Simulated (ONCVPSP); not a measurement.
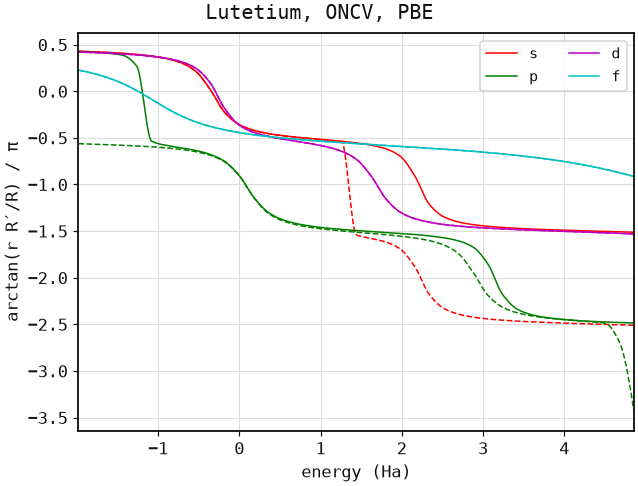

*Unwrapped phase arctan(r R′/R) in units of π against energy, all-electron (solid) and pseudo (dashed); the pseudo phase is matched to the all-electron one at the reference energy. Here R(r) is the radial function. A near-vertical step is a level narrower than the spacing of the points behind the curves.*

- Range over which the phases agree within 0.05 rad: s: up to about 1.4 Ha; p: between about -0.7 and 1.2 Ha; d: over the whole range drawn; f: over the whole range drawn.
- Ghost states: Going away from the reference energies, the phases part by more than π/2 in: s at about 1.4 Ha (above its reference energy, pseudo phase lower, at the flagged ghost); p at about 4.8 Ha (above its reference energy, pseudo phase lower, at the flagged ghost); p at about -1.2 Ha (below its reference energy, pseudo phase lower, at the 5p core level, which only the all-electron atom has). Such a step is either a state that only one of the two atoms has or an ordinary level shifted in energy. The separate test gives: GHOST(-) flagged for s at -197.8 eV, p at -59.2 eV; GHOST(+) flagged for s at 38.6 eV, p at 126.7 eV. The bound ghosts lie below the range of the plot.

**Lu: pseudopotential generation**

- system: lutetium (Lu, Z = 71), core [Xe], reference valence 4f14 5d1 6s2, valence charge 17.
- method: ONCV potential, PBE, scalar-relativistic, made with ONCVPSP 4.0.1

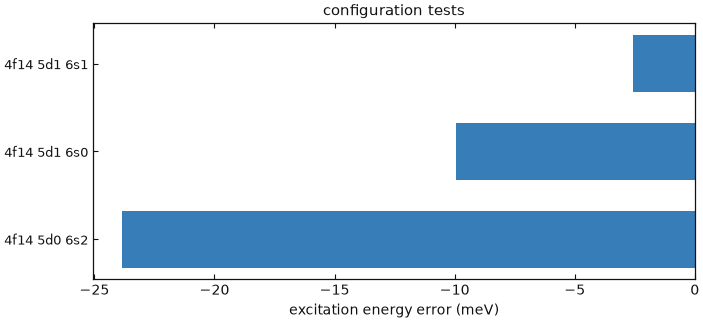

*Errors, all-electron minus pseudo, of the energies of valence configurations relative to the unpolarised reference 4f14 5d1 6s2. Not all tests gave a result: 1 of 4 tests not solved.*

- Worst configuration: 4f14 5d0 6s2 (charge +1): the error is -24 meV on an all-electron energy of +5.26 eV relative to the reference, or 0.45 %.
- Errors in meV: 4f14 5d1 6s1: -2.6; 4f14 5d1 6s0: -9.9; 4f14 5d0 6s2: -24.
- Configurations within 10 meV and within 50 meV: 2 and 3 of 3. The potential isn't sound: its ghost test gives GHOST(-) flagged for s at -197.8 eV, p at -59.2 eV; GHOST(+) flagged for s at 38.6 eV, p at 126.7 eV.

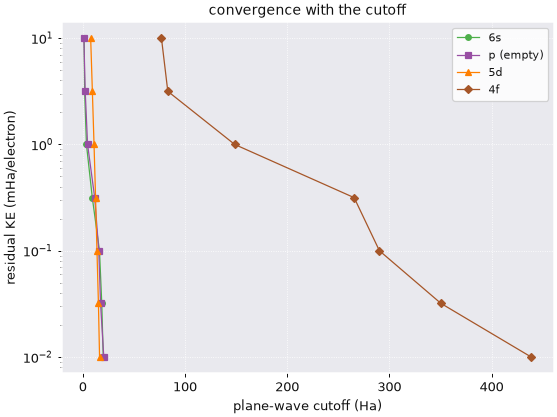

*Residual kinetic energy of the pseudo-waves (the first of each channel, and further valence shells) beyond the plane-wave cutoff, as the generator prints it.*

- Cutoffs for 1 mHa per electron: 4f: 149 Ha; 5d: 11 Ha; p (empty): 4.7 Ha; 6s: 3.6 Ha.
- Hardest wave at 1 mHa per electron: 4f, with rc = 1.10 bohr and qcut = 12.9 1/bohr. The optimisation minimises, but can't always remove, the kinetic energy above qcut²/2 = 83.2 Ha, and a larger rc would as a rule soften the wave at some cost in transferability.
- Cutoffs for the occupied states: 149 Ha for 1 mHa and 290 Ha for 0.1 mHa per electron. The first is set by 4f.

Input and output of the run follow.

The input:
```
# ATOM AND REFERENCE CONFIGURATION
# atsym  z   nc   nv     iexc    psfile
  Lu 71.00   11    3        4      upf
#
#   n    l    f
    1    0    2.00
    2    0    2.00
    2    1    6.00
    3    0    2.00
    3    1    6.00
    3    2   10.00
    4    0    2.00
    4    1    6.00
    4    2   10.00
    5    0    2.00
    5    1    6.00
    4    3   14.00
    5    2    1.00
    6    0    2.00
#
# PSEUDOPOTENTIAL AND OPTIMIZATION
# lmax
    3
#
#   l,   rc,      ep,       ncon, nbas, qcut
    0    2.95    0.00    4    8    1.90
    1    2.90    0.05    4    7    3.10
    2    2.55    0.00    5    9    6.90
    3    1.10    0.00    4    9   12.90
#
# LOCAL POTENTIAL
# lloc, lpopt,  rc(5),   dvloc0
    4    5    1.05    0.00
#
# VANDERBILT-KLEINMAN-BYLANDER PROJECTORs
# l, nproj, debl
    0    2    1.90
    1    2    4.00
    2    2    3.00
    3    2    3.00
#
# MODEL CORE CHARGE
# icmod, fcfact, rcfact
    1    0.20    0.00
#
# LOG DERIVATIVE ANALYSIS
# epsh1, epsh2, depsh
   -2.00    5.00    0.02
#
# OUTPUT GRID
# rlmax, drl
    6.00    0.01
#
# TEST CONFIGURATIONS
# ncnf
    4
# nvcnf
#   n    l    f
    3
    4    3   14.00
    5    2    1.00
    6    0    1.00
#
    3
    4    3   14.00
    5    2    1.00
    6    0    0.00
#
    3
    4    3   14.00
    5    2    0.00
    6    0    0.00
#
    3
    4    3   14.00
    5    2    0.00
    6    0    2.00
#
```

Launched with:
```bash
oncvpsp.x < Lu.dat > Lu.out
```

Log (extracts):
```
ONCVPSP  (Optimized Norm-Conservinng Vanderbilt PSeudopotential)
scalar-relativistic version 4.0.1

#   n    l    f        energy (Ha)
    1    0    2.00    -2.3242682E+03
    2    0    2.00    -3.9564222E+02
    2    1    6.00    -3.4802735E+02
    3    0    2.00    -8.9661796E+01
    3    1    6.00    -7.5375776E+01
    3    2   10.00    -5.8237787E+01
    4    0    2.00    -1.7849423E+01
    4    1    6.00    -1.3162819E+01
    4    2   10.00    -7.0527453E+00
    5    0    2.00    -2.2438844E+00
    5    1    6.00    -1.1635432E+00
    4    3   14.00    -3.5366993E-01
    5    2    1.00    -6.4294425E-02
    6    0    2.00    -1.7122821E-01

Reference configufation results
  iterations    40
  all-electron total energy (Ha)   -1.45633443D+04

Begin loop to  construct optimized pseudo wave functions
and semi-local pseudopoentials for all angular momenta

   Wellstate for l =  0  n =  8
     eigenvalue =   1.7288
     asymptotic potential =   2.2288
     half-point radius =  4.9234

Calculating optimized projector #   1

 for l=   0

    Fraction of norm inside rc  0.330443
    Optimizing pswf for qcut=   1.91 a_B^-1,  ecut=   1.82 Ha
    Residual kinetic energy error=  2.98D-03 Ha

    Energy error per electron        Cutoff
         Ha          eV             Ha
         0.01000     0.27211        1.27
         0.00100     0.02721        3.57
         0.00010     0.00272       16.34
         0.00001     0.00027       20.01

Calculating optimized projector #   2

 for l=   0

    Fraction of norm inside rc  0.184806
    Optimizing pswf for qcut=   1.91 a_B^-1,  ecut=   1.82 Ha
    Residual kinetic energy error=  2.58D-01 Ha

    Energy error per electron        Cutoff
         Ha          eV             Ha
         0.01000     0.27211        6.68
         0.00100     0.02721       21.68
         0.00010     0.00272       25.83
         0.00001     0.00027       29.50

WARNING wellstate: moderately localized bound state found for n= 6 l=  1
WARNING scattering state with energy  0.05000000
WARNING will be used for the first projector

   Wellstate for l =  1  n =  6
     eigenvalue =   0.0500
     asymptotic potential =   0.5500
     half-point radius =  5.5021

   Wellstate for l =  1  n =  9
     eigenvalue =   4.0500
     asymptotic potential =   4.5500
     half-point radius =  4.5881

Calculating optimized projector #   1

 for l=   1

    Fraction of norm inside rc  0.218419
    Optimizing pswf for qcut=   3.10 a_B^-1,  ecut=   4.82 Ha
    Residual kinetic energy error=  8.48D-04 Ha

    Energy error per electron        Cutoff
         Ha          eV             Ha
         0.01000     0.27211        1.05
         0.00100     0.02721        4.67
         0.00010     0.00272       15.63
         0.00001     0.00027       20.52

Calculating optimized projector #   2

 for l=   1

    Fraction of norm inside rc  0.192169
    Optimizing pswf for qcut=   3.10 a_B^-1,  ecut=   4.82 Ha
    Residual kinetic energy error=  1.40D-01 Ha

    Energy error per electron        Cutoff
         Ha          eV             Ha
         0.01000     0.27211        9.53
         0.00100     0.02721       15.50
         0.00010     0.00272       24.45
         0.00001     0.00027       38.01

   Wellstate for l =  2  n =  8
     eigenvalue =   2.9357
     asymptotic potential =   3.4357
     half-point radius =  4.6356

Calculating optimized projector #   1

 for l=   2

    Fraction of norm inside rc  0.496046
    Optimizing pswf for qcut=   6.90 a_B^-1,  ecut=  23.82 Ha
    Residual kinetic energy error=  3.46D-09 Ha

    Energy error per electron        Cutoff
         Ha          eV             Ha
         0.01000     0.27211        7.70
         0.00100     0.02721       10.99
         0.00010     0.00272       13.86
         0.00001     0.00027       16.39

Calculating optimized projector #   2

 for l=   2

    Fraction of norm inside rc  0.187901
    Optimizing pswf for qcut=   6.90 a_B^-1,  ecut=  23.82 Ha
    Residual kinetic energy error=  2.12D-07 Ha

    Energy error per electron        Cutoff
         Ha          eV             Ha
         0.01000     0.27211       10.70
         0.00100     0.02721       13.69
         0.00010     0.00272       16.46
         0.00001     0.00027       19.18

   Wellstate for l =  3  n =  6
     eigenvalue =   2.6463
     asymptotic potential =   3.1463
     half-point radius =  3.2010

Calculating optimized projector #   1

 for l=   3

    Fraction of norm inside rc  0.855739
    Optimizing pswf for qcut=  12.92 a_B^-1,  ecut=  83.43 Ha
    Residual kinetic energy error=  2.87D-03 Ha

    Energy error per electron        Cutoff
         Ha          eV             Ha
         0.01000     0.27211       76.96
         0.00100     0.02721      148.66
         0.00010     0.00272      290.26
         0.00001     0.00027      438.80

Calculating optimized projector #   2

 for l=   3

    Fraction of norm inside rc  0.046696
    Optimizing pswf for qcut=  12.92 a_B^-1,  ecut=  83.43 Ha
    Residual kinetic energy error=  1.91D-03 Ha

    Energy error per electron        Cutoff
         Ha          eV             Ha
         0.01000     0.27211       73.74
         0.00100     0.02721       89.48
         0.00010     0.00272      252.90
         0.00001     0.00027      352.59

Construct Vanderbilt / Kleinmman-Bylander projectors

B matrix Hermiticity error, ll=   0
   1   2   -8.4717E-05

  Orthonormal projector coefficients  1.0242E+01  1.0243E+00

B matrix Hermiticity error, ll=   1
   1   2    1.3120E-04

  Orthonormal projector coefficients  7.5668E+00  9.1351E-01

B matrix Hermiticity error, ll=   2
   1   2    1.2135E-04

  Orthonormal projector coefficients  6.7388E+00  6.6258E-01

B matrix Hermiticity error, ll=   3
   1   2   -6.6614E-04

  Orthonormal projector coefficients -2.2022E+01 -8.9505E+00

Model core correction analysis
  based on d2Exc/dn_idn_j

d2excae - all-electron derivatives

   -2.128999D-02   -2.261725D-03   -9.085611D-04
   -2.295623D-03   -1.152443D-02   -6.556840D-03
   -9.740665D-04   -7.568809D-03   -6.757254D-03

d2excps - pseudofunction derivatives with no core correction

   -4.190886D-02   -4.481021D-03   -8.064922D-04
   -4.518305D-03   -1.965922D-02   -1.025922D-02
   -8.791297D-04   -1.138221D-02   -9.466656D-03

rms 2nd derivative error    7.722897E-03

Polynomial model core charge

d2excps - pseudofunction derivatives with core correction

   -4.073946D-02   -3.335536D-03   -5.877515D-04
   -3.369354D-03   -1.370915D-02   -7.524714D-03
   -6.531613D-04   -8.536615D-03   -7.219582D-03

rms 2nd derivative error    6.562978E-03

Pseudoatom total energy -130.612353

Diagnostic tests using Vanderbilt-Kleinman-Bylander pseudopotentials
  1 or more projectors used as specified by nproj input data

   l    rcore       rmatch      e in        delta e   norm test  slope test

   0   2.9671528   3.0572420  -0.1712282  -0.0000003   1.0000100   0.9997885
   0   2.9671528   3.0572420   1.7287718   0.0000151   0.9999365   0.9999365

   1   2.9143786   3.0028655   0.0500000   0.0000013   1.0000543   1.0000543
   1   2.9143786   3.0028655   4.0500000   0.0000559   1.0001736   1.0001736

   2   2.5549970   2.6325723  -0.0642944   0.0000004   1.0000180   1.0000189
   2   2.5549970   2.6325723   2.9357056   0.0000219   1.0001384   1.0001384

   3   1.1057911   1.1393653  -0.3536699   0.0000026   1.0004107   1.0004017
   3   1.1057911   1.1393653   2.6463301   0.0001528   1.0005828   1.0005828

 Testing for bound ghosts
   n   l    E NL Schr. Eq   E Basis Diag.   E Cutoff

       0                       -7.269425     29.58  WARNING - GHOST(-)
   1   0       -0.171228       -0.169558     29.58

       1                       -2.175081     25.82  WARNING - GHOST(-)
   2   1       -0.049557       -0.033299     25.82

   3   2       -0.064294       -0.059954     67.80

   4   3       -0.353667       -0.351403    403.98

 Testing for highly-localized positive-energy ghosts
       l    <radius>/rc     E Basis Diag.   E Cutoff

       0        0.312366        1.417588     29.58  WARNING - GHOST(+)

       1        0.643064        4.657976     25.82  WARNING - GHOST(+)

Test configuration 0

   n   l     f        eae           eps        diff
   1   0  2.0000-2324.26820613
   2   0  2.0000 -395.64221708
   2   1  6.0000 -348.02734846
   3   0  2.0000  -89.66179606
   3   1  6.0000  -75.37577554
   3   2 10.0000  -58.23778677
   4   0  2.0000  -17.84942303
   4   1  6.0000  -13.16281919
   4   2 10.0000   -7.05274527
   5   0  2.0000   -2.24388440
   5   1  6.0000   -1.16354316
   4   3 14.0000   -0.35366993   -0.35366736    2.57D-06
   5   2  1.0000   -0.06429442   -0.06429403    3.98D-07
   6   0  2.0000   -0.17122821   -0.17122847   -2.55D-07

    Total energies and differences
      AE_ref= -1.45633443D+04  AE_tst= -1.45633443D+04  dif=  0.00D+00
      PS_ref= -1.30612353D+02  PS_tst= -1.30612353D+02  dif= -3.94D-11
      PSP excitation error=  3.94D-11

Test configuration 1

   n   l     f        eae           eps        diff
   1   0  2.0000-2324.51635311
   2   0  2.0000 -395.88900639
   2   1  6.0000 -348.27421229
   3   0  2.0000  -89.90819034
   3   1  6.0000  -75.62217856
   3   2 10.0000  -58.48417305
   4   0  2.0000  -18.09594391
   4   1  6.0000  -13.40936529
   4   2 10.0000   -7.29926503
   5   0  2.0000   -2.49061525
   5   1  6.0000   -1.41031480
   4   3 14.0000   -0.60010037   -0.59768732    2.41D-03
   5   2  1.0000   -0.28920603   -0.28930270   -9.67D-05
   6   0  1.0000   -0.37522948   -0.37530135   -7.19D-05

    Total energies and differences
      AE_ref= -1.45633443D+04  AE_tst= -1.45630736D+04  dif=  2.71D-01
      PS_ref= -1.30612353D+02  PS_tst= -1.30341549D+02  dif=  2.71D-01
      PSP excitation error= -9.53D-05

Test configuration 2

   n   l     f        eae           eps        diff
   1   0  2.0000-2324.81237825
   2   0  2.0000 -396.18303970
   2   1  6.0000 -348.56837581
   3   0  2.0000  -90.20111884
   3   1  6.0000  -75.91512588
   3   2 10.0000  -58.77716856
   4   0  2.0000  -18.38923957
   4   1  6.0000  -13.70277486
   4   2 10.0000   -7.59274822
   5   0  2.0000   -2.78461510
   5   1  6.0000   -1.70270275
   4   3 14.0000   -0.89339711   -0.89035998    3.04D-03
   5   2  1.0000   -0.55354634   -0.55430089   -7.55D-04

    Total energies and differences
      AE_ref= -1.45633443D+04  AE_tst= -1.45625856D+04  dif=  7.59D-01
      PS_ref= -1.30612353D+02  PS_tst= -1.29853285D+02  dif=  7.59D-01
      PSP excitation error= -3.65D-04

Test configuration 3

psatom: WARNING lschvkbb convergence error n,l,iter=   3   2   3
ea(ii),et,emin,emax -6.429403E-02 -7.072343E-02 -7.072343E-02 -7.072343E-02
run_config: WARNING for fully non-local PS atom, stg. 1
 WARNING no output for configuration 4

Test configuration 4

   n   l     f        eae           eps        diff
   1   0  2.0000-2324.59163592
   2   0  2.0000 -395.96757895
   2   1  6.0000 -348.35273114
   3   0  2.0000  -89.98502740
   3   1  6.0000  -75.69902768
   3   2 10.0000  -58.56143012
   4   0  2.0000  -18.17337025
   4   1  6.0000  -13.48713537
   4   2 10.0000   -7.37768857
   5   0  2.0000   -2.57138243
   5   1  6.0000   -1.48522981
   4   3 14.0000   -0.67888439   -0.69277788   -1.39D-02
   6   0  2.0000   -0.40610512   -0.40674794   -6.43D-04

    Total energies and differences
      AE_ref= -1.45633443D+04  AE_tst= -1.45631511D+04  dif=  1.93D-01
      PS_ref= -1.30612353D+02  PS_tst= -1.30418290D+02  dif=  1.94D-01
      PSP excitation error= -8.77D-04
```

Key numbers:

- outcome: generated, with a ghost state
- cutoffs needed: 149 Ha and 290 Ha (the cutoffs at which the residual kinetic energy of the hardest occupied pseudo-wave falls to 1 and 0.1 mHa per electron)
- ghost test: GHOST(-) flagged for s at -197.8 eV, p at -59.2 eV; GHOST(+) flagged for s at 38.6 eV, p at 126.7 eV
- configuration tests: 1 of 4 tests not solved
- rms error of d²Exc/dni dnj: 7.72 mHa without and 6.56 mHa with the model core
- largest excitation error among the tests solved: -24 meV (all-electron minus pseudo) for 4f14 5d0 6s2
- clearest signs, in the scattering phases, of states that the all-electron atom lacks: s near 1.4 Ha
- range over which the phases arctan(r R′/R) at the test radius agree within 0.05 rad (a looser test near the poles than one of phase shifts): s: up to about 1.4 Ha; p: between about -0.7 and 1.2 Ha; d: over the whole range computed; f: over the whole range computed
- hardware: 1 CPU thread, shared host
- wall time: 4.7 s

Remarks:

The potential has a bound ghost state, so it can't be used as it stands. Warnings of the program, in the generation or the tests: wellstate: moderately localized bound state found for n= 6 l= 1; psatom: WARNING lschvkbb convergence error n,l,iter= 3 2 3.
